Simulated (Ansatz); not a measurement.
In doubt: masses and optical values from hybrid runs of this build are listed as unsure (in some of the runs), which bears on the screening that GW takes from such a start.

Consider WS2 (Tungstenite).

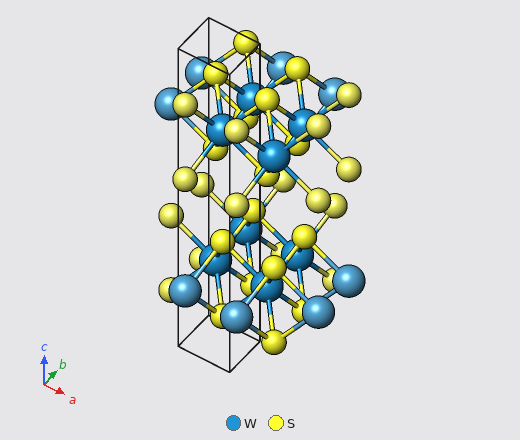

The structure (tungsten blue, sulfur yellow). 2×2×1 cells are drawn. Some periodic images of atoms are drawn too.

The database entry behind the starting cell differs from later determinations by our own check (an axis about 1.4 % long against later determinations), so it need not match the best structure at ambient conditions.

The structure is hexagonal, space group P6_3/mmc (No. 194). Conventional cell: a = 3.180 Å, b = 3.180 Å, c = 12.500 Å, α = 90.00°, β = 90.00°, γ = 120.00°. Nearest to W lie 6 S at 2.41 Å. S has 3 W at 2.41 Å nearest. Farther neighbours and most contacts between anions are not listed.

```xyz
6
Lattice="3.1800 0.0000 0.0000 -1.5900 2.7540 0.0000 0.0000 0.0000 12.5000" Properties=species:S:1:pos:R:3 pbc="T T T"
W     0.0000    1.8360    3.1250
W     1.5900    0.9180    9.3750
S     0.0000    1.8360    7.8125
S     1.5900    0.9180    1.5625
S     0.0000    1.8360   10.9375
S     1.5900    0.9180    4.6875
```

The cell and positions come from the Crystallography Open Database and are kept as given unless a step says otherwise. Spin-orbit coupling is left out unless a run names it. PAW set soft_2, made with PBE.

Gaps computed with Ansatz 0.2.0 without a self-energy: HSE06 1.58 eV, r2SCAN 1.15 eV and PBE0 2.24 eV.

Q: What gap should G0W0 on HSE06 give (6×6×2 mesh, 867 empty bands, screening to 230 eV, default PAW files)?

About 1.68 eV: on its mesh the run moves the gap from 1.58 eV by +0.10 eV. Among the scalar-relativistic levels given, HSE06 is nearest (−0.10 eV). Bands and cutoff are finite, so the gap is not at the basis limit. The miss can reach some tenths of an eV and take either sign; the mesh is an error of its own. The many-body steps are scalar-relativistic: spin-orbit coupling is not in them.

[Paths, hosts, dates, memory and timing lines, banners, echoed tables and standing remarks are left out of the program output.]

[Logs are printed without paths, hosts, clocks, repeated set-up lines and the standing remarks that a program may print on its own settings, such as how far it seeks lower states.]

[Runs of the session that timed out or met a known fault of the program may be left out.]

[Cells called generated may have been cut or substituted from an entry of the Crystallography Open Database or the Materials Project.]

[Hosts, paths, dates, database ids (printed as entryN), source tags and the programs' standing remarks are cut or masked in the printed files.]
